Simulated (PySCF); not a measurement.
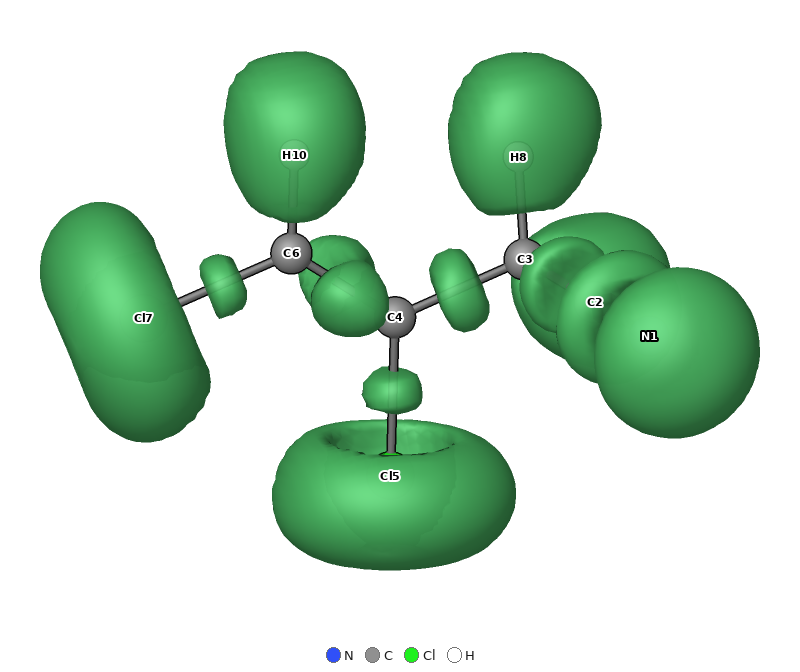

Figure. C₄H₃Cl₂N (SMILES N#CC/C(Cl)=C/Cl). Isosurface of the electron localisation function at 0.8 (green), seen at a tilt. Only the valence region is drawn (cores and ρ < 0.01 e/Å³ removed).

Geometry: GFN2-xTB.

The calculation used PBE0/pcSseg-1, SCF density, gas phase, non-relativistic (PySCF).

```yaml
atoms:
  - { symbol: N, position_ang: [-1.7526, 2.2192, -0.6229] }
  - { symbol: C, position_ang: [-1.4246, 1.1715, -0.3108] }
  - { symbol: C, position_ang: [-0.9984, -0.1535, 0.0858] }
  - { symbol: C, position_ang: [0.4408, -0.3663, -0.2992] }
  - { symbol: Cl, position_ang: [0.7167, -0.5955, -1.9880] }
  - { symbol: C, position_ang: [1.4374, -0.3523, 0.5795] }
  - { symbol: Cl, position_ang: [3.0797, -0.5809, 0.1528] }
  - { symbol: H, position_ang: [-1.1225, -0.2535, 1.1666] }
  - { symbol: H, position_ang: [-1.6348, -0.8853, -0.4198] }
  - { symbol: H, position_ang: [1.2673, -0.1987, 1.6335] }
```

Describe the localisation domains.

The surface consists of three regions between bonded C–C atoms (shared pairs), two regions between bonded C–Cl atoms (shared pairs), one region between bonded C–N atoms (shared pairs), three regions around hydrogen nuclei, two rings or bowls of non-bonding electrons around Cl and one lobe on N, pointing away from the bonds (lone pairs). Along the contacts the grid gives the following. C–N (1.14 Å): the ELF peaks at about 0.85 between the atoms: a short, multiple covalent bond. C–C (1.33 Å): the ELF peaks at about 0.90 between the atoms (a multiple bond).
